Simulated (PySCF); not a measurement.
# C₄H₉FSSi: circular dichroism and optical rotation

Wanted: circular dichroism and optical rotation for C₄H₉FSSi (`CS[C@]1(F)C[C@@H]1[SiH3]`).

Computed with PySCF 2.14.0 and routines of our own; the level stands in each step. Atoms count from 0.

### Step 1. The starting structure

16 atoms, charge 0, multiplicity 1; geometry from: GFN2-xTB.

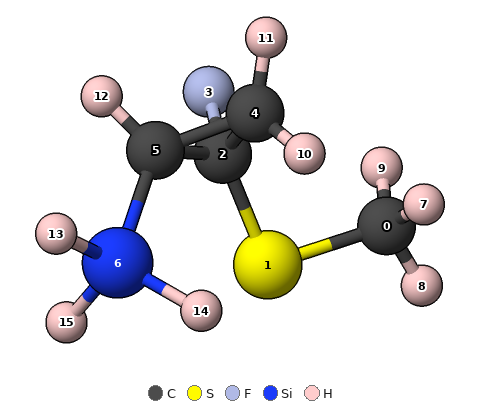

The starting geometry (carbon dark grey, sulfur yellow, fluorine light blue, silicon blue, hydrogen pink).

### Step 2. Circular dichroism and optical rotation: TDDFT B3LYP/aug-cc-pVDZ

What the job is given:

```
{"job": {"kind": "ecd", "xc": "B3LYP", "basis": "aug-cc-pVDZ", "nstates": 16}, "charge": 0, "multiplicity": 1}
C      2.643681     0.317020     0.379690
S      1.158581    -0.693617     0.677597
C      0.191596    -0.152846    -0.726654
F      0.695258    -0.648165    -1.904275
C     -0.393471     1.216875    -0.784233
C     -1.286838     0.008456    -0.628426
Si    -2.170622    -0.340283     1.005078
H      2.393569     1.369460     0.478772
H      3.373411     0.031864     1.129817
H      3.022523     0.100198    -0.614675
H     -0.251717     1.862249     0.070062
H     -0.368304     1.727825    -1.736374
H     -1.813475    -0.286877    -1.528834
H     -3.582343    -0.024981     0.777796
H     -1.621066     0.536231     2.037945
H     -1.998383    -1.746983     1.355304
```

With the program's defaults for keys left out, this is: TDDFT B3LYP/aug-cc-pVDZ circular dichroism and optical rotation, one conformer, gas phase.

On the command line:

```bash
$ OMP_NUM_THREADS=1 python excited_run.py task.json out
```

One launch serves the whole session: the jobs run in the order shown.

Log:

```text
coarse grid: 14264 points
cycle   1  E = -945.3106260992  dE =  7.781e-01  |g| = 5.364e-01  |ddm| = 1.258e+01
cycle   2  E = -945.2638076245  dE =  4.682e-02  |g| = 7.618e-01  |ddm| = 2.724e+00
cycle   3  E = -945.3696962357  dE = -1.059e-01  |g| = 8.352e-02  |ddm| = 1.276e+00
cycle   4  E = -945.3710169264  dE = -1.321e-03  |g| = 3.359e-02  |ddm| = 2.838e-01
cycle   5  E = -945.3712751733  dE = -2.582e-04  |g| = 8.727e-03  |ddm| = 1.017e-01
cycle   6  E = -945.3712952190  dE = -2.005e-05  |g| = 2.300e-03  |ddm| = 2.715e-02
cycle   7  E = -945.3712966653  dE = -1.446e-06  |g| = 3.991e-04  |ddm| = 6.705e-03
final grid: 128456 points
cycle   8  E = -945.3863836323  dE = -3.000e-05  |g| = 6.726e-03  |ddm| = 2.568e-01
cycle   9  E = -945.3863723016  dE =  1.133e-05  |g| = 1.001e-02  |ddm| = 3.846e-02
cycle  10  E = -945.3863942358  dE = -2.193e-05  |g| = 9.108e-04  |ddm| = 2.001e-02
cycle  11  E = -945.3863943977  dE = -1.619e-07  |g| = 2.057e-04  |ddm| = 2.054e-03
cycle  12  E = -945.3863944056  dE = -7.992e-09  |g| = 7.798e-05  |ddm| = 6.059e-04
cycle  13  E = -945.3863944074  dE = -1.779e-09  |g| = 1.840e-05  |ddm| = 2.452e-04
cycle  14  E = -945.3863944075  dE = -9.527e-11  |g| = 5.445e-06  |ddm| = 6.612e-05
converged SCF energy = -945.3863944075

Singlet excitations and rotatory strengths (1e-40 esu^2 cm^2)
state   eV       nm     f(len)   f(vel)    R(len)    R(vel)   main configurations
  1   5.2819   234.7  0.00073  0.00074    -0.357    -0.251   H->L 0.82
  2   5.7396   216.0  0.01244  0.01266   -13.110   -13.283   H->L+1 0.65, H->L 0.14
  3   5.9769   207.4  0.00792  0.00776    -0.095     0.023   H->L+2 0.62, H->L+1 0.19, H->L+4 0.09
  4   6.1660   201.1  0.00857  0.00830     2.346     2.284   H->L+4 0.42, H->L+3 0.23, H->L+2 0.14
  5   6.2321   198.9  0.00837  0.00798    -5.854    -5.785   H->L+3 0.67, H->L+4 0.22
  6   6.3408   195.5  0.00495  0.00511     8.277     8.315   H->L+5 0.44, H->L+6 0.29, H->L+4 0.13
  7   6.4898   191.0  0.01042  0.01031    21.931    21.788   H->L+6 0.43, H->L+5 0.40
  8   6.6434   186.6  0.00617  0.00625    13.625    13.752   H->L+7 0.79, H-1->L 0.14
  9   6.7348   184.1  0.04619  0.04713   -38.867   -39.222   H-1->L 0.81, H->L+7 0.13
 10   6.7934   182.5  0.00970  0.00973    -0.738    -0.781   H->L+8 0.87
 11   6.9780   177.7  0.02761  0.02842    -6.030    -6.324   H-1->L+1 0.89
 12   7.0664   175.5  0.00715  0.00743    -8.095    -7.667   H->L+9 0.92
 13   7.1691   172.9  0.01257  0.01247    -9.143    -9.423   H->L+10 0.85
 14   7.1871   172.5  0.01069  0.01053    17.092    16.805   H-1->L+2 0.57, H-1->L+4 0.26
 15   7.2543   170.9  0.01840  0.01844     5.293     5.355   H->L+11 0.57, H-2->L 0.22
 16   7.3151   169.5  0.04559  0.04587    -3.886    -3.763   H-2->L 0.70, H->L+11 0.15

Specific rotation (deg / (dm g/mL))
    nm     length   length(OI)   velocity    alpha(len)  alpha(vel)
  633.0     -55.86     -53.94     -53.11       99.315     99.036
  589.3     -65.61     -63.37     -62.44       99.742     99.464
  546.0     -78.20     -75.55     -74.51      100.279    100.002
  436.0    -135.76    -131.35    -130.01      102.531    102.259
  405.0    -165.50    -160.26    -158.85      103.573    103.304
  365.0    -224.21    -217.46    -216.06      105.415    105.151
  355.0    -244.76    -237.52    -236.15      105.998    105.735
```

Run time: 87 s. Hardware: 1 thread of Arm Neoverse V2, shared host; peak memory 1 GiB.

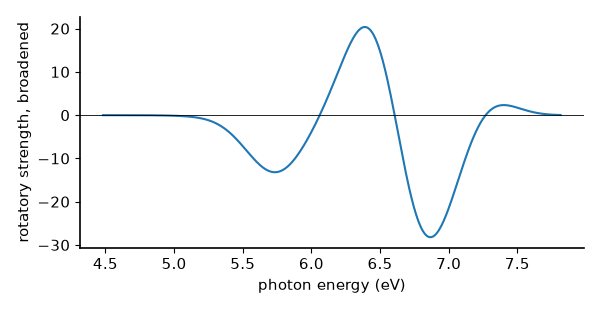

Circular dichroism: velocity-form rotatory strengths under Gaussians of 0.3 eV half-width at 1/e.

### Step 3. Results

| quantity | value |
| --- | --- |
| state of largest rotatory strength (velocity form) among 16 (step 2, TDDFT B3LYP/aug-cc-pVDZ) | 6.73 eV, R = -39.2 (velocity), -38.9 (length) ·10⁻⁴⁰ esu² cm² |
| specific rotation at 633.0 nm (step 2, TDDFT B3LYP/aug-cc-pVDZ) | -53.1 (velocity), -55.9 (length) |

What this shows: Rotations belong to one conformer.
